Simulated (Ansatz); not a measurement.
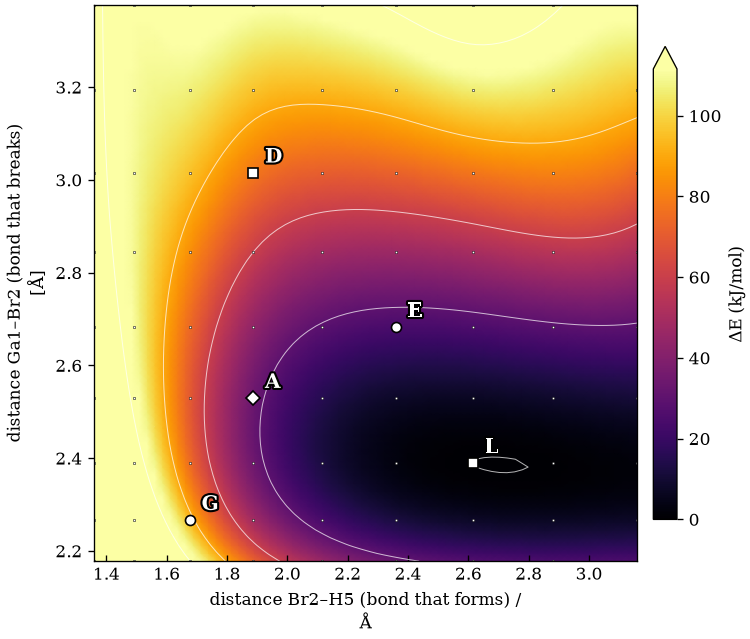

The reacting system BrGaH₄O. 
- First axis: distance Br2–H5 (bond that forms). Second axis: distance Ga1–Br2 (bond that breaks).
- Relaxed at each point: all other coordinates.
- The grid has 9 × 9 points.
- Points are written as (first, second).
- Energies are in kJ/mol, from the lowest grid point.
- The reference is spin-restricted, so regions where a bond is pulled apart into radicals lie too high.
- The calculation used Ansatz 0.2.0, RKS B3LYP-D4/def2-SVP.

The picture shows a smooth colour map with a few white contour lines, dots at the grid points, one colour for all values above the top of the scale, lettered points. Between grid points the surface is interpolated.

Q: Is D the lowest point of the computed grid?

A: No. D lies 78 kJ/mol above the lowest grid point, which is at (2.615 Å, 2.390 Å).

Q: What kind of point is each of A, D, E, G, L: minimum, saddle, maximum or slope?

A: A: on a slope; D: on a slope; E: on a slope; G: on a slope; L: minimum. (In these two coordinates alone; a stationary point may lie a little off the grid point.)
